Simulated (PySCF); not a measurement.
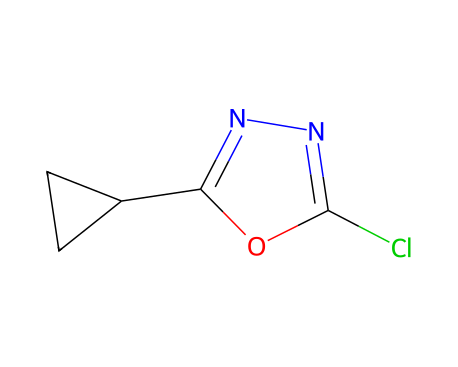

The drawing above gives the connectivity. The computed structure is the end point of a GFN2-xTB optimisation. No frequency run is at hand to confirm it as a minimum.

Describe the 3D structure.

It has 14 atoms: 5 carbon, 5 hydrogen, 1 chlorine, 2 nitrogen and 1 oxygen (C₅H₅ClN₂O). SMILES: `Clc1nnc(C2CC2)o1`. Independent rings (smallest set): 1 of 3 members, 1 of 5 members, 1 of them aromatic. Among its groups: C–Cl bond. Coordination, clear cases only: 2 C trigonal planar; 2 N bent; 1 O bent.

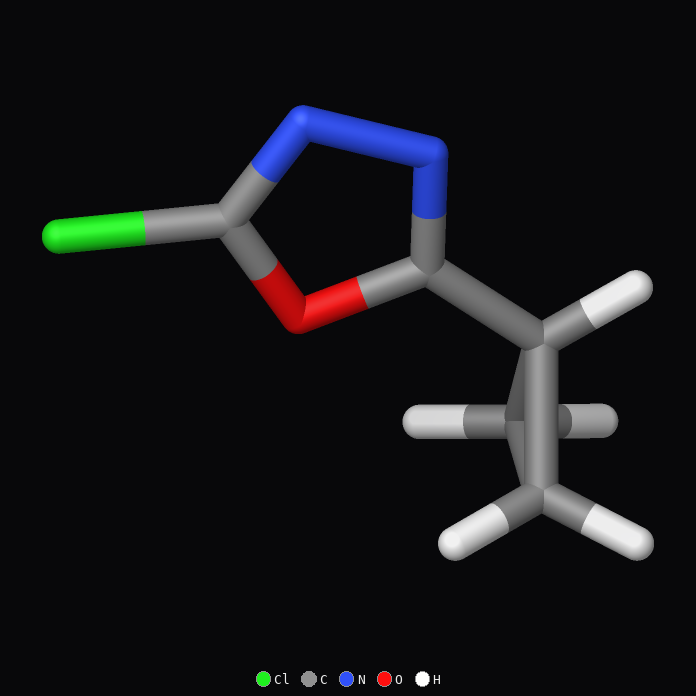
